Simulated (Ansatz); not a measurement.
# H₅NSSn: what the fields show

The calculation's input:

```
crystal:
  periodic: [false, false, false]
  atoms:
    - {symbol: "N", position_ang: [0.343829, -0.846274, -0.046142]}
    - {symbol: S, position_ang: [2.922847, 1.168452, 0.153289]}
    - {symbol: Sn, position_ang: [1.355734, 0.585689, -1.761728]}
    - {symbol: H, position_ang: [1.006305, -0.569889, 0.701243]}
    - {symbol: H, position_ang: [-0.613757, -0.641141, 0.267077]}
    - {symbol: H, position_ang: [0.428170, -1.859293, -0.201413]}
    - {symbol: H, position_ang: [2.367355, -0.873208, -2.086026]}
    - {symbol: H, position_ang: [2.304284, 2.347060, 0.447553]}
basis:
  gaussian: {orbitals: def2-TZVPD}
output: {forces: true, orbitals: {seedname: orbitals}}
hamiltonian: {xc: {name: PBE0}}
```

Run with:

```sh
ansatz run input.yaml --threads 2 --pin off --max-ram 4350MiB --events-out events.jsonl --progress --plain --runs-dir runs
```

Geometry: PBE-D3(BJ)/def2-SVP; core potentials replace the inner electrons of Sn.

Level of theory: isolated molecule in a Gaussian basis; Kohn-Sham density functional theory, functional PBE0 (Ansatz).

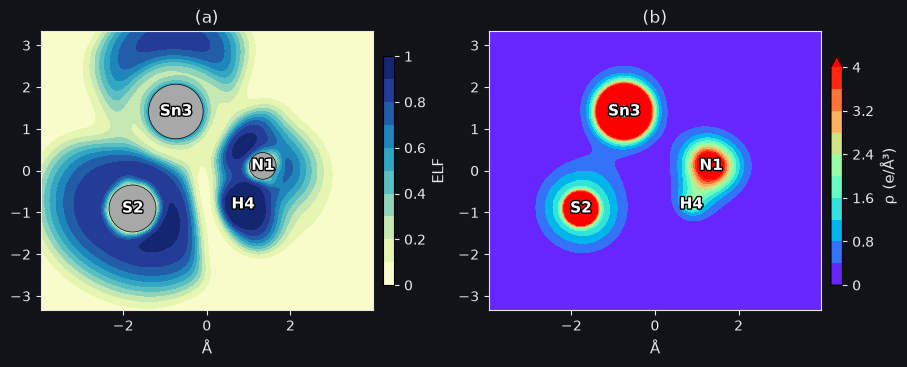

Figure 1. (a) electron localisation function; (b) electron density on the plane of atoms Sn3, N1 and H4. Grey discs cover the atomic cores in the ELF map.

**Describe what can be read from this map.**

- The plane passes through N, S, Sn and H nuclei.
- Sn–N (2.45 Å): the density is about 0.31 e/Å³ at the midpoint; the ELF peaks at about 0.95 in the valence shell of N, 0.7 Å from its nucleus, and drops to about 0.15 between the two atoms.
- Sn–S (2.54 Å): ρ is about 0.46 e/Å³ halfway; the ELF peaks at about 0.85 in the valence shell of S, 0.9 Å from its nucleus, and drops to about 0.15 between the two atoms.
- N–H (1.04 Å): the density is about 2.8 e/Å³ at the midpoint; the ELF climbs to about 1 towards the hydrogen, as it does in any bond to H (an ordinary covalent bond to hydrogen).
- The ELF also peaks beside S2, away from the bonds: lone-pair regions.

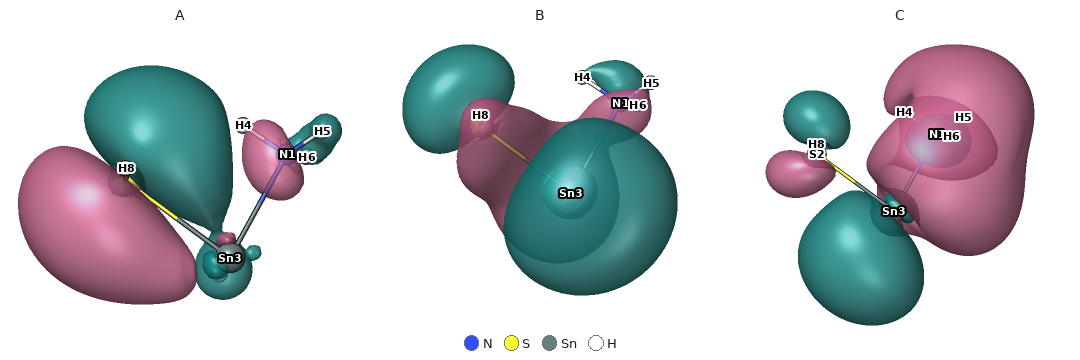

Figure 2. Three frontier orbitals at ±0.05 Å⁻³ᐟ² (teal and pink are the two phases), in no order.

**Order the three orbitals by energy and name them.**

A is the HOMO−1 (−6.79 eV). Its weight (Hirshfeld) is mainly on S2 (about 85 %) and Sn3 (about 5 %); largely a lone pair of S2. B is the HOMO (−6.21 eV). It lies mainly on Sn3 (about 60 %), S2 (about 20 %) and H7 (about 15 %). C is the LUMO (−1.13 eV). Its weight (Hirshfeld) is mainly on Sn3 (about 60 %), N1 (about 10 %), H5 (about 10 %), H6 (about 10 %) and S2 (about 5 %).

**What is the HOMO–LUMO gap?**

5.08 eV between the orbital energies.

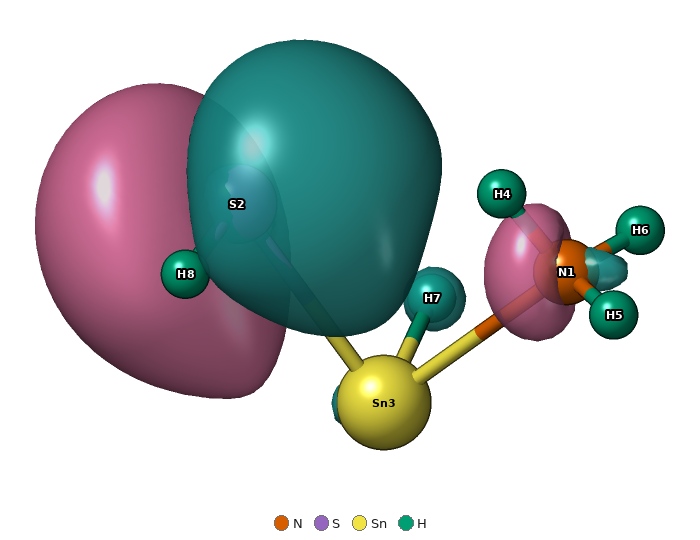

Figure 3. The HOMO−1 at ±0.08 Å⁻³ᐟ² (teal and pink are the two phases), seen from one side.

**Describe this orbital and give its energy.**

It lies mainly on S2 (about 85 %) and Sn3 (about 5 %); largely a lone pair of S2. Its energy is −6.79 eV.
